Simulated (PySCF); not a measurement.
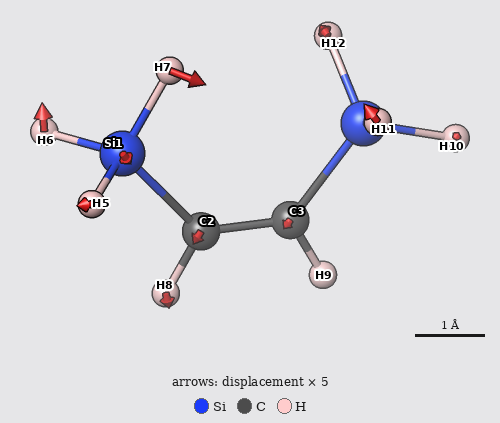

This is a relaxation of C2H8Si2. The starting structure is drawn; red arrows show the displacements, 5 times their true length. The two geometries are superimposed by the best rigid fit.

The picture is a ball-and-stick view, seen at a tilt.

The start comes from GFN2-xTB. Its atoms were then displaced at random by about 0.01 Å.

Computed with PBE0-D3(BJ)/def2-SVP geometry optimisation, gas phase in PySCF. 

Q: Atoms of which element are displaced furthest, and by how much?

A: Hydrogen: up to 0.12 Å, against 0.05 Å for silicon.

Q: What happened in the run?

A: After 5 geometry steps the energy has fallen by 2.92 kcal/mol. An H atom moves most after the best rigid fit: 0.12 Å. By element the largest moves are H 0.12 Å, Si 0.05 Å, C 0.05 Å. Some distances before and after: H–Si 1.439 → 1.495 Å, C–Si 1.846 → 1.886 Å, C–Si 1.911 → 1.874 Å, H–Si 1.471 → 1.495 Å. Bond angles that change, for instance: C–Si–H 106.3° → 110.3°, Si–C–H 112.9° → 116.0°, C–Si–H 107.9° → 110.1°.
